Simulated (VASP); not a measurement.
Band structure of SiC (wurtzite). Method: PW91 GGA, VASP's PBE PAW potentials (set 64) (plane waves; VASP 6.6.1).

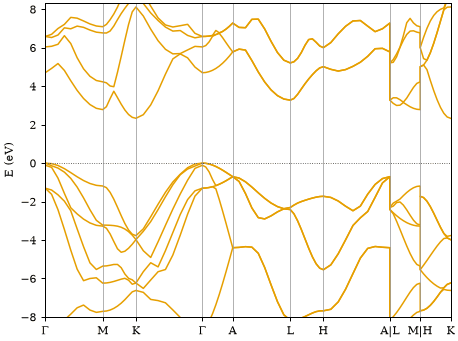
Figure: Bands along high-symmetry lines, zero at the valence-band maximum or, without a gap, the Fermi level

Question: Read the plot: is there a gap, and where are the band edges?

Answer: The gap is indirect, 2.33 eV, from the valence maximum at Γ to the conduction minimum at K. (Edges off the drawn lines would not show.)

Measured: gap 3.33 eV (computed value off by -1.00 eV), as given by Daiki Deguchi et al., Japanese Journal of Applied Physics (2016), arXiv:1512.06930.

The compound is SiC in the wurtzite structure, the rare 2H polytype. It was relaxed first.
